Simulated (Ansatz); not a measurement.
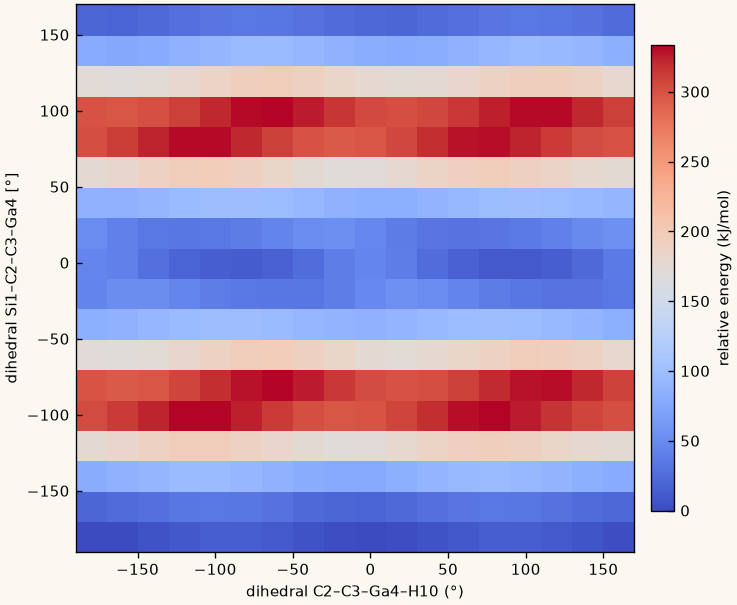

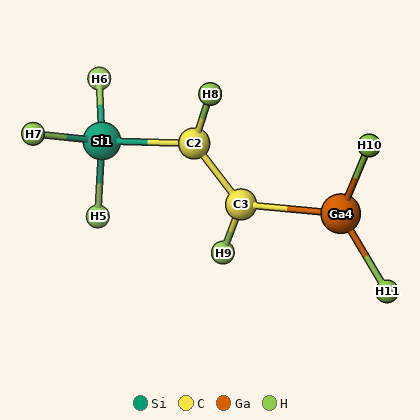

Energy landscape of C2H7GaSi, SMILES [SiH3]C=[CH][GaH2]. 
- Coordinates scanned: (1) dihedral C2–C3–Ga4–H10; (2) dihedral Si1–C2–C3–Ga4.
- Nothing is relaxed (all other coordinates rigid).
- The scan uses an 18 × 18 grid.
- Points are written as (first, second).
- All energies are given in kJ/mol relative to the lowest grid point.
- The dihedral twists a double bond; near 90° a spin-restricted reference is unreliable.
- Method: Ansatz, RHF/def2-SVP.

Drawn: one coloured cell a grid point. The second picture is the structure at the lowest point.

Summarise what can be read from the map.

Answer. The lowest grid point is at (0°, −180°). The same energy is found at (−180°, −180°). Other grid points that lie below all their neighbours: (100°, 0°) (11 kJ/mol higher); (−80°, 0°) (13 kJ/mol higher). The highest grid point, (−60°, 100°), lies 333 kJ/mol above the lowest.

Time for the 324 points that were run: 17 min on 1 thread of Arm Neoverse V2, with other jobs on the host.
